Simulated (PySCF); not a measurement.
## A study: C$_{2}$Cl$_{4}$, SMILES `ClC(Cl)=C(Cl)Cl`

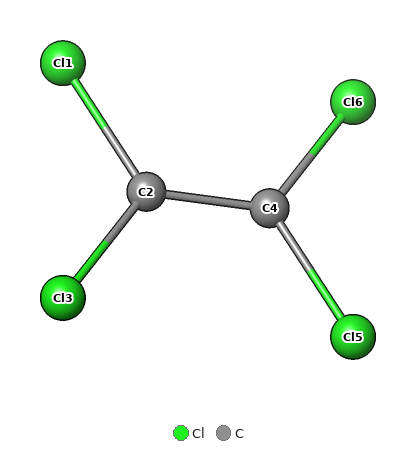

The molecule, with its atoms numbered as below. No frequency check shows the geometry to be a minimum.

Geometry (Å), atoms numbered from 1:

```
Cl1      1.5761   -1.4521    0.0000
C2       0.6693    0.0002    0.0000
Cl3      1.5763    1.4519    0.0000
C4      -0.6693   -0.0002    0.0000
Cl5     -1.5761    1.4521    0.0000
Cl6     -1.5763   -1.4519    0.0000
```

## 1. Bonding charge

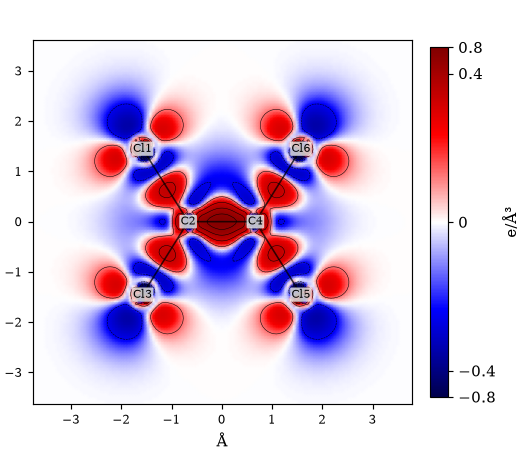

Deformation density (molecule less spherical, spin-averaged free atoms) in the molecular plane; colour scale in e/Å³, logarithmic beyond ±0.1; red: gain, blue: loss.

Level of theory: PBE/def2-TZVP (PySCF), at a geometry from GFN2-xTB.

**Describe the bonding that the map shows.**

C2–C4: +0.73 e/Å³ at the bond critical point (bond length 1.34 Å, Mayer order 1.7). C2–Cl3, C4–Cl6, Cl1–C2 and C4–Cl5: +0.25 e/Å³ at the bond critical point (bond length 1.71 Å, Mayer order 1.2). In all, 1.3 electrons gather in the regions of gain relative to the promolecule.

**Where do the Hirshfeld charges lie?**

The highest Hirshfeld charge is on Cl1, Cl3, Cl5 and Cl6 (+0.01 e), the lowest on C2 and C4 (−0.01 e).

## 2. Local ionisation energy

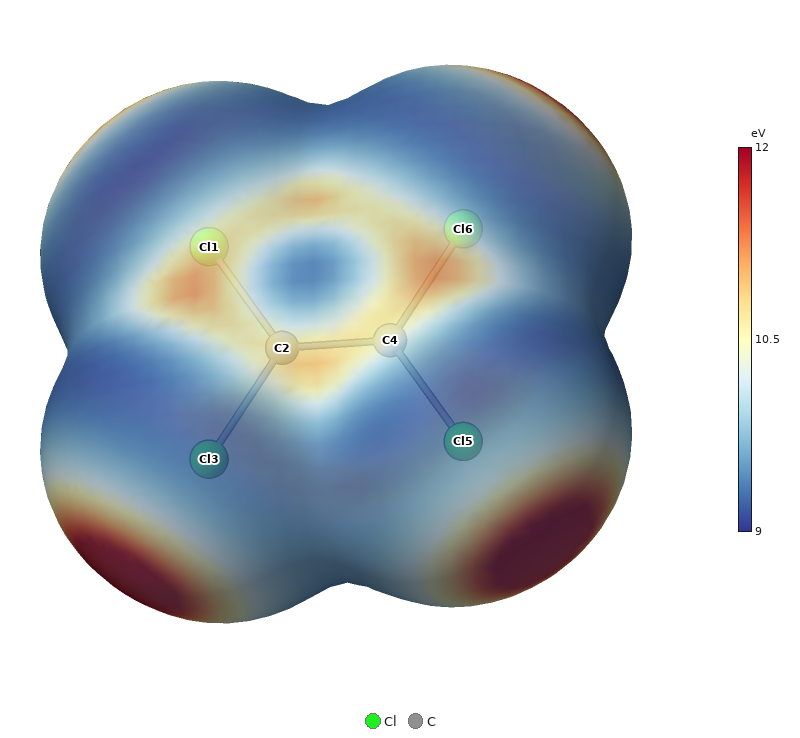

Average local ionisation energy on the surface of electron density 0.001 a.u.

**Where are the most loosely bound electrons on this surface?**

The lowest value is 9.2 eV, off the molecular plane, over Cl5 (2.1 Å), and at like points elsewhere. For comparison, the highest occupied orbital lies at −6.1 eV.

**What volume does the surface enclose, and what is the dipole moment?**

About 139 Å³; the dipole moment is 0.0 D.

## 3. In an electric field

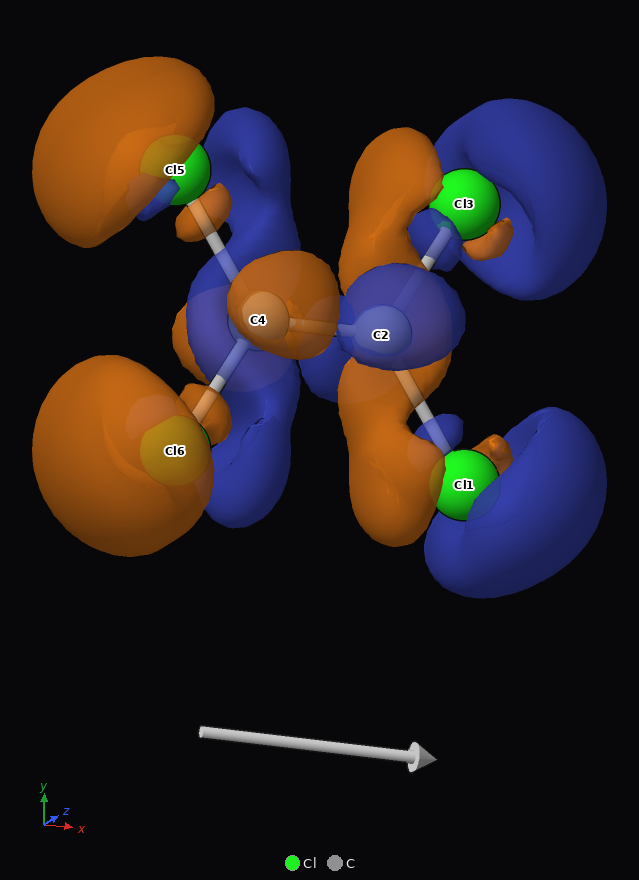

Change of the electron density in a uniform field of 0.21 V/Å along +x (arrow), surfaces at ±0.002 e/Å³ (orange: gain, blue: loss).

Computed with PySCF, PBE/def2-TZVP, geometry: GFN2-xTB. A basis without diffuse functions makes polarisabilities too small.

**How large is the response?**

The induced dipole is 0.94 D (along the field); α along this axis, from the fields in both directions, is 92 bohr³ (13.7 Å³).

**Which atoms gain and lose the most charge?**

Electrons gather most on Cl5 and Cl6 alike (Hirshfeld charge changes by −0.018 e) and leave Cl1 and Cl3 alike most (+0.018 e); 0.072 electrons are displaced in all.

## 4. Removing or adding an electron

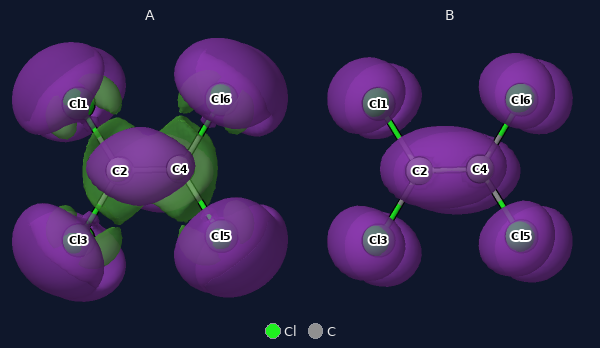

The Fukui function f⁻ from two separate SCF calculations and the density of the HOMO, at ±0.01 e/Å³ (purple positive, green negative).

PySCF calculation, PBE/def2-TZVP, gas phase; geometry: GFN2-xTB.

**Which panel is which, and how good is the frozen-orbital picture?**

A is f⁻ (it has negative regions), B the HOMO density. The HOMO lies on C2 and C4 (20 % each) and Cl1, Cl3, Cl5 and Cl6 (15 % each); f⁻ (Hirshfeld-condensed) is largest on Cl1, Cl3, Cl5 and Cl6 (0.20 each); the vertical ionisation energy is 8.92 eV (the stability of the cation's solution wasn't checked). Relaxation shifts 22 % of the electron between atoms. The orbital energy is −6.13 eV.
